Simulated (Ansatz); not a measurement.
**TiC, response to strain**

Start from TiC in the rock salt structure (space group Fm-3m, No. 225; a = 4.293 Å; relaxed with 0.1 eV smearing).

Strains are applied to the cell and any free atomic positions relax.

Computed with PBEsol in Ansatz (plane waves to 420 eV, PAW, no spin-orbit coupling).

Notes on the quantities. energy relative to the base: free energy F.

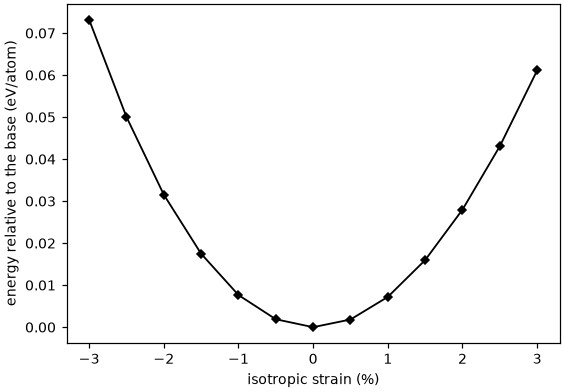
Energy relative to the base against isotropic strain

**Question.** From the plot, what is the energy relative to the base for isotropic strain +0.50 %?

**Answer.** About 0.002 eV/atom.

**Question.** Is the trend monotonic over the range shown?

**Answer.** No, it turns within the range, spanning 0 meV/atom to +73 meV/atom.

Stability against distortions was not tested. All final runs are without spin polarisation.

Ansatz is a quantum-chemistry and plane-wave program.
